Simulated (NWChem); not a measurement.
# SiClF2 (SMILES F[Si](F)Cl) at U-r2SCAN/STO-3G

Aim: the vertical ionisation energy of SiClF2 at U-r2SCAN/STO-3G, from 2 runs. 

The calculation is run with NWChem 7.3.0.

### Step 1. The system as given

SiClF2: 4 atoms, total charge 0, spin state doublet. SMILES: `F[Si](F)Cl`. The shape is that of a PBE0-D4/def2-TZVP optimisation.

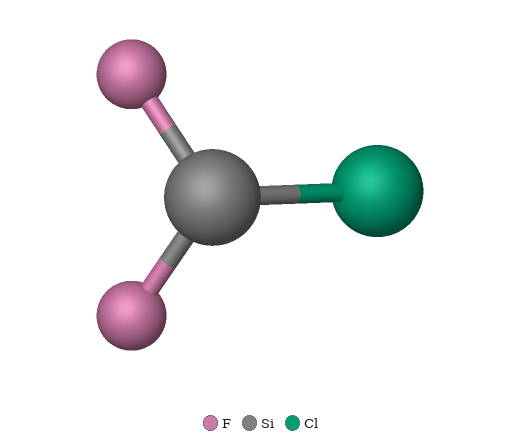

Viewed from a chosen angle; fluorine pink, silicon grey, chlorine teal.

### Step 2. A single-point energy at U-r2SCAN/STO-3G

The input, test.nw:

```
start test
title "ClF2Si"
memory total 2200 mb
charge 0

geometry units angstroms noautosym nocenter noautoz
 F     1.308200    0.129000    0.798000
 Si    0.221200   -0.316500   -0.265700
 F    -0.871800   -1.157400    0.514900
 Cl   -0.657600    1.344900   -1.047300
end

basis spherical bse
 * library STO-3G
end

dft
 xc r2scan
 mult 2
 grid fine
 convergence energy 1e-08
 iterations 100
 mulliken
 print low
end

task dft energy
```

Launch:

```
$ nwchem test.nw > test.out
```

Output:

```text
[...]
 d= 0,ls=0.0,diis     1   -937.8935681106 -1.16D+03  4.56D-02  1.64D-01     0.3
[...]
 d= 0,ls=0.0,diis     9   -938.0779770816 -4.27D-10  2.52D-07  7.20D-12     2.0
[...]
         Total DFT energy =     -938.077977081608
      One electron energy =    -1739.391015919752
           Coulomb energy =      654.094563376265
    Exchange-Corr. energy =      -70.380840207465
 Nuclear repulsion energy =      217.599315669344
[...]
      Total Density - Mulliken Population Analysis
     ---------------------------------------------
    Atom       Charge   Shell Charges
 -----------   ------   -------------------------------------------------------
    1 F    9     9.20   2.00  1.97  5.24
    2 Si  14    13.23   2.00  1.99  5.88  1.33  2.03
    3 F    9     9.20   2.00  1.97  5.24
    4 Cl  17    17.36   2.00  2.00  5.99  1.99  5.39
[...]
      <S2> =      0.7512 (Exact =     0.7500)
[...]
```

Wall time 2.8 s (1 thread of Intel Xeon 6975P-C (Granite Rapids), shared host); peak memory 0.11 GiB.

### Step 3. The singlet cation

The input, clf2si.nw:

```
start clf2si
memory total 2200 mb
charge 1

geometry units angstroms noautosym nocenter noautoz
  F     1.308200    0.129000    0.798000
  Si    0.221200   -0.316500   -0.265700
  F    -0.871800   -1.157400    0.514900
  Cl   -0.657600    1.344900   -1.047300
end

basis spherical bse
  * library STO-3G
end

dft
  xc r2scan
  grid fine
  convergence energy 1e-08
  maxiter 100
  mulliken
  print low
end

task dft energy
```

Launch:

```
$ nwchem clf2si.nw > clf2si.out
```

Output:

```text
[...]
 d= 0,ls=0.0,diis     1   -937.5067126364 -1.16D+03  1.39D-01  1.15D+00     0.2
[...]
 d= 0,ls=0.0,diis    11   -937.8310961804 -8.74D-09  9.77D-06  1.84D-08     1.7
         Total DFT energy =     -937.831096180357
      One electron energy =    -1722.548721428672
           Coulomb energy =      636.813719945624
    Exchange-Corr. energy =      -69.695410366652
 Nuclear repulsion energy =      217.599315669344
[...]
      Total Density - Mulliken Population Analysis
     ---------------------------------------------
    Atom       Charge   Shell Charges
 -----------   ------   -------------------------------------------------------
    1 F    9     9.05   2.00  1.98  5.08
    2 Si  14    12.84   2.00  1.99  5.88  1.14  1.83
    3 F    9     9.05   2.00  1.98  5.08
    4 Cl  17    17.06   2.00  2.00  5.98  2.00  5.07
[...]
```

It took 2.2 s on 1 thread of Intel Xeon 6975P-C (Granite Rapids), shared host; peak memory 0.11 GiB.

### Step 4. Outcome

Level: U-r2SCAN/STO-3G.

| quantity | value |
| --- | --- |
| doublet SiClF2: total energy | -938.07798 Eh |
| doublet SiClF2: ⟨S²⟩ | 0.751 |
| singlet cation: total energy | -937.83110 Eh |
| vertical ionisation energy (to the singlet cation) | 6.718 eV |

What this shows: Removing an electron at fixed nuclei costs 6.72 eV (155 kcal/mol). Only the singlet of the ionised species was computed; a triplet could lie lower. In a minimal basis such a difference can be off by several eV, whatever the method. Mulliken charges (doublet SiClF2) run from -0.36 on Cl4 to +0.77 on Si2. Mulliken charges (singlet cation) run from -0.06 on Cl4 to +1.16 on Si2.
